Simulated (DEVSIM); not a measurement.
Structure: Si n+/n-/n+ resistor, at 300 K.

```csv
layer (left to right),material,thickness (μm),Nd (cm⁻³),τn (s),τp (s)
1,Si,0.140,5e18,0.00013,0.00013
2,Si,0.140,1.2e14,0.00013,0.00013
3,Si,0.460,1.9e17,0.00013,1.3e-5
```

Left contact: ohmic. Right contact: ohmic. Voltage is applied to the left contact. Recombination: SRH at mid-gap. Mobility is constant in doping.

The device is made up for the run: typed textbook-type constants, with dimensions and the other settings drawn at random. Values at 300 K.

```tsv
parameter	Si
gap (eV)	1.124
affinity (eV)	4.05
permittivity	11.7
Nc (cm⁻³)	2.86e19
Nv (cm⁻³)	3.1e19
μn (cm²/Vs)	1417
μp (cm²/Vs)	470
```

Simulated with DEVSIM: 1D drift-diffusion, Boltzmann statistics, complete ionisation; no tunnelling, impact ionisation, image-force lowering or self-heating.

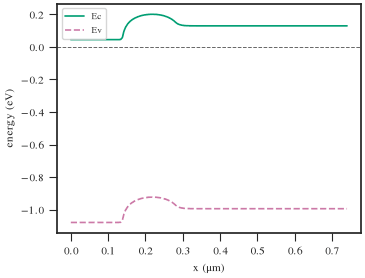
Figure. Band edges at zero bias

Energies count from the Fermi level of the right contact; mesh points crowd at the junctions.

| x (μm) | Ec (eV) | Ev (eV) | n (cm⁻³) | p (cm⁻³) | field (V/cm) |
|---|---|---|---|---|---|
| 0.000 | 0.045 | -1.079 | 5.0e18 | < 1e2 | ≈ 0 |
| 0.01394 | 0.045 | -1.079 | 5.0e18 | < 1e2 | ≈ 0 |
| 0.03496 | 0.045 | -1.079 | 5.0e18 | < 1e2 | ≈ 0 |
| 0.06194 | 0.045 | -1.079 | 5.0e18 | < 1e2 | ≈ 0 |
| 0.1032 | 0.045 | -1.079 | 5.0e18 | < 1e2 | ≈ 0 |
| 0.1234 | 0.045 | -1.079 | 5.0e18 | < 1e2 | 29 |
| 0.1380 | 0.057 | -1.067 | 3.1e18 | < 1e2 | 64000 |
| 0.1582 | 0.156 | -0.968 | 6.8e16 | 1700 | 21000 |
| 0.1789 | 0.185 | -0.939 | 2.2e16 | 5200 | 9000 |
| 0.2073 | 0.200 | -0.924 | 1.3e16 | 9300 | 2100 |
| 0.2392 | 0.197 | -0.927 | 1.4e16 | 8200 | -4100 |
| 0.2661 | 0.176 | -0.948 | 3.1e16 | 3700 | -12000 |
| 0.2810 | 0.151 | -0.973 | 8.4e16 | 1400 | -20000 |
| 0.2963 | 0.134 | -0.990 | 1.6e17 | 730 | -4700 |
| 0.3306 | 0.130 | -0.994 | 1.9e17 | 610 | -130 |
| 0.3776 | 0.130 | -0.994 | 1.9e17 | 610 | ≈ 0 |
| 0.4460 | 0.130 | -0.994 | 1.9e17 | 610 | ≈ 0 |
| 0.5449 | 0.130 | -0.994 | 1.9e17 | 610 | ≈ 0 |
| 0.6475 | 0.130 | -0.994 | 1.9e17 | 610 | ≈ 0 |
| 0.6898 | 0.130 | -0.994 | 1.9e17 | 610 | ≈ 0 |
| 0.7189 | 0.130 | -0.994 | 1.9e17 | 610 | ≈ 0 |
| 0.7400 | 0.130 | -0.994 | 1.9e17 | 610 | ≈ 0 |
